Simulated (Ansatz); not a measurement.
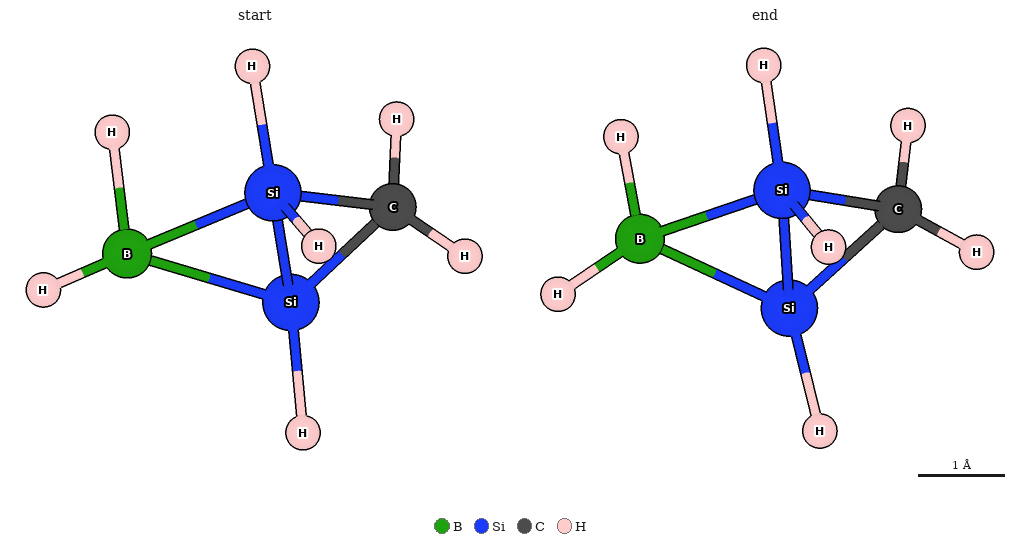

The structure of CH$_{7}$BSi$_{2}$ before (left) and after (right) a relaxation, at one scale.

A ball-and-stick model, seen at a tilt.

These are results of Ansatz 0.2.0, RKS BLYP-d4/6-31G*, not measurements.

Input
```yaml
crystal:
  periodic: [false, false, false]
  atoms:
    - {symbol: B, position_ang: [-0.805953, 1.245974, -0.691448]}
    - {symbol: Si, position_ang: [0.115003, 0.715244, 1.250131]}
    - {symbol: C, position_ang: [0.416634, -1.028936, 1.139310]}
    - {symbol: Si, position_ang: [0.275075, -0.631612, -0.794119]}
    - {symbol: H, position_ang: [-2.079648, 0.429346, -0.658992]}
    - {symbol: H, position_ang: [-0.990080, 2.133035, -1.276844]}
    - {symbol: H, position_ang: [1.474904, 1.612275, 1.165453]}
    - {symbol: H, position_ang: [-0.576202, -1.648376, 1.509592]}
    - {symbol: H, position_ang: [1.403601, -1.202352, 1.489526]}
    - {symbol: H, position_ang: [1.600887, -0.805023, -1.335610]}
    - {symbol: H, position_ang: [-0.734294, -1.614682, -1.329705]}
basis:
  gaussian: {orbitals: "6-31G*"}
hamiltonian: {xc: {name: BLYP}, dispersion: d4}
relax: {f_tol: 0.0001, max_steps: 2}
```

Run as
```bash
ansatz run in.yaml --threads 2 --pin off --events-out ev --progress --plain --max-ram 4352MiB
```

Describe what moved and what it gained.

The relaxation stopped without meeting its thresholds, so the last structure isn't shown to be converged. The input was poor on purpose: steps. The largest move after the best rigid fit is that of B1, 0.19 Å. Largest moves by element: B 0.19 Å, Si 0.15 Å, H 0.09 Å, C 0.07 Å. Some distances before and after: B1–H5 1.513 → 1.276 Å, B1–Si2 2.213 → 2.100 Å, B1–H6 1.079 → 1.180 Å, C3–H8 1.227 → 1.145 Å. Among the angles between lasting bonds that change: Si2–B1–H6 138.1° → 122.7°, B1–Si2–H7 99.8° → 114.4°, Si4–B1–H6 140.5° → 131.9°. After 1 geometry step the energy has fallen by 1.748 eV. Largest force component: 6.2 eV/Å at the start, 1.7 eV/Å at the end. Cost: 3.2 s on 2 threads of Arm Neoverse V1 (shared host).
